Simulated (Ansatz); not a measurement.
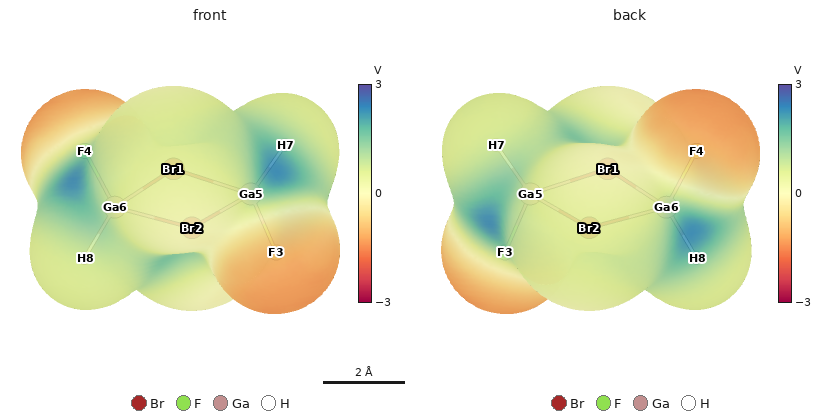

Br2F2Ga2H2. The electrostatic potential painted on the density surface at 0.002 e/bohr³, seen from the front and from behind; the colour scale runs from red (negative) to blue (positive).

Geometry: PBE0-D4/def2-SVP.

Theory: isolated molecule in a Gaussian basis; Kohn-Sham density functional theory, functional PBE0 in Ansatz 0.2.0.

Input file:

```
crystal:
  periodic: [false, false, false]
  atoms:
    - {symbol: Br, position_ang: [-0.163307, 2.351523, 0.801370]}
    - {symbol: Br, position_ang: [2.023990, 0.107131, -0.996356]}
    - {symbol: F, position_ang: [-1.248452, 0.412995, -1.730166]}
    - {symbol: F, position_ang: [3.151438, 2.196002, 1.397241]}
    - {symbol: Ga, position_ang: [-0.350483, 0.111576, -0.259292]}
    - {symbol: Ga, position_ang: [2.175979, 2.398554, -0.040513]}
    - {symbol: H, position_ang: [-0.664088, -1.008933, 0.756126]}
    - {symbol: H, position_ang: [2.401042, 3.480373, -1.119265]}
basis:
  gaussian:
    orbitals: def2-SVPD
output: {forces: true, orbitals: {seedname: orbitals}}
hamiltonian:
  xc: pbe0
```

Launched as:

```sh
ansatz run input.yaml --threads 2 --pin off --max-ram 6090MiB --events-out events.jsonl --progress --plain --runs-dir runs
```

**Where is the surface potential most negative and most positive?**

The most negative region (about −1.3 V) lies over F3 and F4, the most positive (about +2.3 V) over Ga5 and Ga6.
